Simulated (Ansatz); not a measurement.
**Si2GeH+ (triplet): one geometry, many settings**

What do other methods and options give for Si2GeH+ (triplet) at this geometry, and how long do they take?

Program: Ansatz 0.2.0, Gaussian basis. Level of theory: the settings change from run to run. These are calculated values, not measurements.

23 further runs of the same task are left out: 9 that didn't finish, 14 set aside as unsound or not needed. Runs told in other sessions of the task aren't counted.

### Step 1. The system

The geometry is a PBE0/def2-TZVP stationary point (not a proven minimum) of the parent state, kept for this charge and spin. No spin-orbit coupling is included. The filled d shell of Ge may be among the frozen orbitals whatever the setting's name suggests.

4 atoms, charge 1, spin multiplicity 3.

Atoms are counted from 1 here; the program's logs count them from 0.

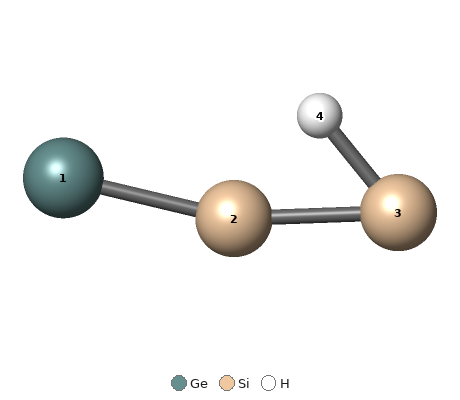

The geometry (germanium teal, silicon light orange, hydrogen white); atoms are numbered from 1 in the order of the file.

### Step 2. CCSD(T)/STO-3G

The input, in.yaml:

```yaml
crystal:
  periodic: [false, false, false]
  atoms:
    - {symbol: Ge, position_ang: [-0.000322, -0.228344, 2.499916]}
    - {symbol: Si, position_ang: [0.000023, -0.519392, 0.208777]}
    - {symbol: Si, position_ang: [-0.000451, -0.207085, -1.937642]}
    - {symbol: H, position_ang: [0.000751, 0.954822, -0.771052]}
basis:
  gaussian: {orbitals: STO-3G}
total_charge: 1
magnetization: {spin_polarized: true, initial_magnetization: 2}
hamiltonian: {xc: {name: B3LYP}}
correlation: {method: ccsd_t, electrons: outside_noble_gas}
scf: {omitted_lower_state_checks: [cluster_reference]}
```

Command:

```
$ ansatz run in.yaml --threads 1 --pin off --events-out ev --progress --plain --max-ram 2393MiB
```

Standard output (excerpt; [...] marks lines left out):

```text
Functional definition: B3LYP
  name "B3LYP"
  cite "Stephens, Devlin, Chabalowski & Frisch, J. Phys. Chem. 98, 11623 (1994) doi:10.1021/j100096a001"
  cite "Becke, Phys. Rev. A 38, 3098 (1988) doi:10.1103/PhysRevA.38.3098"
  cite "Lee, Yang & Parr, Phys. Rev. B 37, 785 (1988) doi:10.1103/PhysRevB.37.785"
  cite "Vosko, Wilk & Nusair, Can. J. Phys. 58, 1200 (1980) doi:10.1139/p80-159"
[...]
377 factors; integrals over basis functions are off by at most 2.0e-5 eV
[...]
mean field -71443.75956144 eV, -2625.5097375633 hartree, gradient 2.0e-6 eV, S^2 2.015908; 8 other end points of the search recorded, 0 dependent functions left out
24 core orbitals not correlated, not the lowest: weight in the atoms' cores, before any rotation towards them, 0.832 or more for the frozen orbitals, at most 0.203 for the correlated occupied ones
reference -71379.61137790 eV, -2623.1523352997 hartree; 7, 5 occupied and 6, 8 virtual orbitals, 377 factors
second order -2.89243699 eV of doubles, -0.21987739 eV of singles
cycle   1  -3.45553963 eV  change   -3.4e-1 eV  update   8.2e-2
[...]
cycle  12  -3.74611175 eV  change    2.0e-6 eV  update   1.4e-5
perturbative correction -0.15059856 eV, -0.0055343949 hartree
Total energy: -71383.50808821 eV, -2623.2955367623 hartree
Checks for a lower state left out: cluster_reference
```

Run time: 8 s. Hardware: 1 thread of Arm Neoverse V2, shared host.

From the report: ⟨S²⟩ of the determinant 2.016 (pure triplet: 2.00); correlation -3.8967 eV; T1 0.024; largest double amplitude 0.08. The orbitals are Kohn-Sham ones, so correlation energy and T1 don't compare with those on Hartree-Fock orbitals.

### Step 3. BCCD(T)/def2-SVP

The input, in.yaml:

```yaml
crystal:
  periodic: [false, false, false]
  atoms:
    - {symbol: Ge, position_ang: [-0.000322, -0.228344, 2.499916]}
    - {symbol: Si, position_ang: [0.000023, -0.519392, 0.208777]}
    - {symbol: Si, position_ang: [-0.000451, -0.207085, -1.937642]}
    - {symbol: H, position_ang: [0.000751, 0.954822, -0.771052]}
basis:
  gaussian: {orbitals: def2-SVP}
total_charge: 1
magnetization: {spin_polarized: false, initial_magnetization: 2}
hamiltonian: {xc: {name: r2SCAN}, pseudopotentials: {relativity: scalar}}
correlation: {method: bccd_t, electrons: outside_noble_gas}
```

The command is unchanged.

Standard output (excerpt; [...] marks lines left out):

```text
Functional definition: r2SCAN
  name "r2SCAN"
  cite "Furness, Kaplan, Ning, Perdew & Sun, J. Phys. Chem. Lett. 11, 8208 (2020) doi:10.1021/acs.jpclett.0c02405"
  cite "Furness, Kaplan, Ning, Perdew & Sun, J. Phys. Chem. Lett. 11, 9248 (2020) doi:10.1021/acs.jpclett.0c03077"
  parent r2scan
[...]
699 factors; integrals over basis functions are off by at most 1.1e-3 eV
[...]
mean field -72760.57563775 eV, -2673.9018357977 hartree, gradient 8.1e-6 eV, S^2 2.000000; 10 other end points of the search recorded, 0 dependent functions left out
[...]
24 core orbitals not correlated: weight in the atoms' cores, before any rotation towards them, 0.999 or more for the frozen orbitals, at most 0.000 for the correlated occupied ones
reference -72686.68699258 eV, -2671.1864781713 hartree; 7, 5 occupied and 42, 44 virtual orbitals, 699 factors
second order -6.04683071 eV of doubles, -0.37937445 eV of singles
cycle   1  -6.95514308 eV  change   -5.3e-1 eV  update   9.0e-2
[...]
cycle  13  -7.30326360 eV  change   -6.1e-6 eV  update   8.7e-6
perturbative correction -0.34295993 eV, -0.0126035451 hartree
Total energy: -72694.33321612 eV, -2671.4674717035 hartree
Relativity: scalar
```

Run time: 43 s. Hardware: 1 thread of Arm Neoverse V2, shared host; peak memory 0.26 GiB.

From the report: correlation -7.6462 eV; largest double amplitude 0.05.

### Step 4. CCSD on ROHF/def2-SVP

in.yaml, as its differences from that of step 3:

```diff
@@ -11,3 +11,4 @@
 magnetization: {spin_polarized: false, initial_magnetization: 2}
-hamiltonian: {xc: {name: r2SCAN}, pseudopotentials: {relativity: scalar}}
-correlation: {method: bccd_t, electrons: outside_noble_gas}
+correlation: {method: ccsd, electrons: outside_noble_gas}
+accuracy: high
+output: {forces: true}
```

Launched as before.

Standard output (excerpt; [...] marks lines left out):

```text
Functional definition: HF
  name "HF"
  cite "Fock, Z. Phys. 61, 126 (1930) doi:10.1007/BF01340294"
  parent pbe
[...]
1274 factors; integrals over basis functions are off by at most 9.1e-9 eV
[...]
mean field -72191.46792638 eV, -2652.9875131600 hartree, gradient 2.5e-8 eV, S^2 2.000000; 17 other end points of the search recorded, 0 dependent functions left out
[...]
determinant -72191.46792638 eV, -2652.9875131600 hartree, with singles and doubles -72198.28741390 eV, -2653.2381247039 hartree
determinant -72191.00208604 eV, -2652.9703938432 hartree, with singles and doubles -72197.82411824 eV, -2653.2210989026 hartree
determinant -72190.26220140 eV, -2652.9432035841 hartree, with singles and doubles -72197.75458452 eV, -2653.2185435855 hartree
determinant -72189.72626796 eV, -2652.9235083935 hartree, with singles and doubles -72197.16587959 eV, -2653.1969090783 hartree
[...]
24 core orbitals not correlated: weight in the atoms' cores, before any rotation towards them, 1.000 or more for the frozen orbitals, at most 0.000 for the correlated occupied ones
reference -72191.46792638 eV, -2652.9875131600 hartree; 7, 5 occupied and 42, 44 virtual orbitals, 1274 factors
second order -5.49809257 eV of doubles, -0.07731704 eV of singles
cycle   1  -6.81943797 eV  change   -2.5e-6 eV  update   3.6e-6
[...]
cycle  22  -6.81944039 eV  change  -8.2e-11 eV  update   1.4e-9
[...]
Total energy: -72198.28736677 eV, -2653.2381229720 hartree
Atom 0 at    -0.000322    -0.228344     2.499916 Å, force    -0.000193     0.156840     1.576162 eV/Å
Atom 1 at     0.000023    -0.519392     0.208777 Å, force     0.000467    -0.411675     0.087932 eV/Å
Atom 2 at    -0.000451    -0.207085    -1.937642 Å, force    -0.000322     0.180943    -1.629263 eV/Å
Atom 3 at     0.000751     0.954822    -0.771052 Å, force     0.000048     0.073891    -0.034831 eV/Å
Dipole moment:     0.000046    -0.013828    -0.599708 e Å
```

Wall time 77 s (1 thread of Arm Neoverse V2, shared host); peak memory 0.38 GiB.

From the report: correlation -6.8194 eV; T1 0.028; largest double amplitude 0.05.

### Step 5. BCCD(T) on ROHF/cc-pVDZ

in.yaml, as its differences from that of step 4:

```diff
@@ -8,7 +8,6 @@
 basis:
-  gaussian: {orbitals: def2-SVP}
+  gaussian: {orbitals: cc-pVDZ}
 total_charge: 1
 magnetization: {spin_polarized: false, initial_magnetization: 2}
-correlation: {method: ccsd, electrons: outside_noble_gas}
-accuracy: high
-output: {forces: true}
+correlation: {method: bccd_t, electrons: outside_noble_gas}
+scf: {lower_state_search: light}
```

The command is unchanged.

Standard output (excerpt; [...] marks lines left out):

```text
Functional definition: HF
  name "HF"
  cite "Fock, Z. Phys. 61, 126 (1930) doi:10.1007/BF01340294"
  parent pbe
[...]
742 factors; integrals over basis functions are off by at most 1.5e-3 eV
[...]
mean field -72202.97283357 eV, -2653.4103107008 hartree, gradient 1.9e-6 eV, S^2 2.000000; 17 other end points of the search recorded, 0 dependent functions left out
[...]
determinant -72202.97283357 eV, -2653.4103107008 hartree, with singles and doubles -72209.79601147 eV, -2653.6610578640 hartree
determinant -72202.53151832 eV, -2653.3940926645 hartree, with singles and doubles -72209.35051555 eV, -2653.6446861908 hartree
determinant -72201.79359115 eV, -2653.3669743414 hartree, with singles and doubles -72209.30167209 eV, -2653.6428912269 hartree
determinant -72201.19238922 eV, -2653.3448805780 hartree, with singles and doubles -72208.74730326 eV, -2653.6225185480 hartree
[...]
determinant -72202.97283357 eV, -2653.4103107008 hartree, with singles and doubles -72209.79598989 eV, -2653.6610570707 hartree
determinant -72202.53151832 eV, -2653.3940926645 hartree, with singles and doubles -72209.35048572 eV, -2653.6446850944 hartree
determinant -72201.79359115 eV, -2653.3669743414 hartree, with singles and doubles -72209.30395169 eV, -2653.6429750004 hartree
[...]
24 core orbitals not correlated: weight in the atoms' cores, before any rotation towards them, 1.000 or more for the frozen orbitals, at most 0.000 for the correlated occupied ones
reference -72202.97283357 eV, -2653.4103107008 hartree; 7, 5 occupied and 37, 39 virtual orbitals, 742 factors
second order -5.49732406 eV of doubles, -0.07646803 eV of singles
cycle   1  -6.81087976 eV  change    1.2e-2 eV  update   8.3e-3
[...]
cycle   9  -6.80778600 eV  change   -5.1e-7 eV  update   1.4e-5
perturbative correction -0.33836993 eV, -0.0124348656 hartree
Total energy: -72210.11898950 eV, -2653.6729270876 hartree
```

It took 42 s on 1 thread of Arm Neoverse V2, shared host.

From the report: correlation -7.1462 eV; largest double amplitude 0.05.

### Step 6. CCSD(T) on UHF/cc-pVDZ

in.yaml, as its differences from that of step 5:

```diff
@@ -10,4 +10,4 @@
 total_charge: 1
-magnetization: {spin_polarized: false, initial_magnetization: 2}
-correlation: {method: bccd_t, electrons: outside_noble_gas}
-scf: {lower_state_search: light}
+magnetization: {spin_polarized: true, initial_magnetization: 2}
+correlation: {method: ccsd_t, electrons: outside_noble_gas}
+accuracy: high
```

Launched as before.

Standard output (excerpt; [...] marks lines left out):

```text
Functional definition: HF
  name "HF"
  cite "Fock, Z. Phys. 61, 126 (1930) doi:10.1007/BF01340294"
  parent pbe
[...]
1398 factors; integrals over basis functions are off by at most 4.4e-9 eV
[...]
mean field -72203.11771160 eV, -2653.4156348702 hartree, gradient 2.8e-8 eV, S^2 2.025718; 27 other end points of the search recorded, 0 dependent functions left out
determinant -72203.11771160 eV, -2653.4156348702 hartree, with singles and doubles -72209.80193838 eV, -2653.6612756737 hartree
determinant -72202.69725326 eV, -2653.4001833113 hartree, with singles and doubles -72209.33758225 eV, -2653.6442109006 hartree
determinant -72202.69173892 eV, -2653.3999806631 hartree, with singles and doubles -72209.35596247 eV, -2653.6448863614 hartree
determinant -72202.36877446 eV, -2653.3881119379 hartree, with singles and doubles -72209.24875084 eV, -2653.6409464066 hartree
[...]
determinant -72202.69725326 eV, -2653.4001833113 hartree, with singles and doubles -72209.35347313 eV, -2653.6447948799 hartree
determinant -72202.69173892 eV, -2653.3999806631 hartree, with singles and doubles -72209.35748188 eV, -2653.6449421988 hartree
determinant -72202.13192646 eV, -2653.3794079346 hartree, with singles and doubles -72209.32934790 eV, -2653.6439082941 hartree
24 core orbitals not correlated: weight in the atoms' cores, before any rotation towards them, 1.000 or more for the frozen orbitals, at most 0.000 for the correlated occupied ones
reference -72203.11771160 eV, -2653.4156348702 hartree; 7, 5 occupied and 37, 39 virtual orbitals, 1398 factors
second order -5.38871253 eV of doubles, -0.00000000 eV of singles
cycle   1  -6.68446753 eV  change   -2.4e-6 eV  update   5.0e-6
[...]
cycle  26  -6.68446748 eV  change   5.7e-11 eV  update   1.1e-9
perturbative correction -0.31529332 eV, -0.0115868157 hartree
Total energy: -72210.11747239 eV, -2653.6728713349 hartree
```

It took 1.9 min on 1 thread of Arm Neoverse V2, shared host; peak memory 0.26 GiB.

From the report: ⟨S²⟩ of the determinant 2.026 (pure triplet: 2.00); correlation -6.9998 eV; T1 0.029; largest double amplitude 0.05.

### Step 7. The runs in one table

```csv
level,correlated,functions,energy (eV),time
CCSD(T)/STO-3G (on B3LYP orbitals),outside noble gas,37,-71383.5081,8 s
"BCCD(T)/def2-SVP (on r2SCAN orbitals, relativity set)",outside noble gas,73,-72694.3332,43 s
CCSD on ROHF/def2-SVP,outside noble gas,73,-72198.2874,77 s
BCCD(T) on ROHF/cc-pVDZ,outside noble gas,68,-72210.1190,42 s
CCSD(T) on UHF/cc-pVDZ,outside noble gas,68,-72210.1175,1.9 min
```

### Step 8. Summary of results

| quantity | value |
| --- | --- |
| runs | 5 |
| quickest | CCSD(T)/STO-3G (on B3LYP orbitals), 8 s |
| slowest | CCSD(T) on UHF/cc-pVDZ, 1.9 min |

**Reading.** Total energies in different bases, with other cores or another treatment of relativity can't be set against each other. «valence» and «outside noble gas» are the program's key words; the logs give how many orbitals each freezes, and for Ga to Kr the 3d shell needn't follow the word's plain sense. CCSD(T) on UHF/cc-pVDZ took 14 times as long as CCSD(T)/STO-3G (on B3LYP orbitals); the jobs differ in more than the method.
